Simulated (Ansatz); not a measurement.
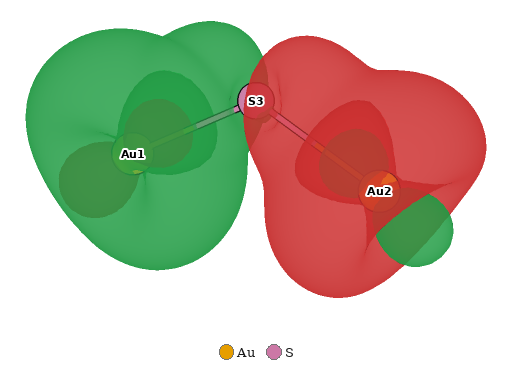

Figure 1: Au₂S (triplet). The HOMO−1 (β) at ±0.08 Å⁻³ᐟ² (green and red are the two phases), seen at a tilt.

Geometry: PBE-D4/def2-TZVP; core potentials replace the inner electrons of Au.

Computed with UKS PBE0-D4/def2-TZVP in Ansatz.

Question: Describe this orbital and give its energy.

Answer: By Hirshfeld shares it lies mainly on Au1 (about 45 %), Au2 (about 45 %) and S3 (about 15 %). Its energy is −7.85 eV.
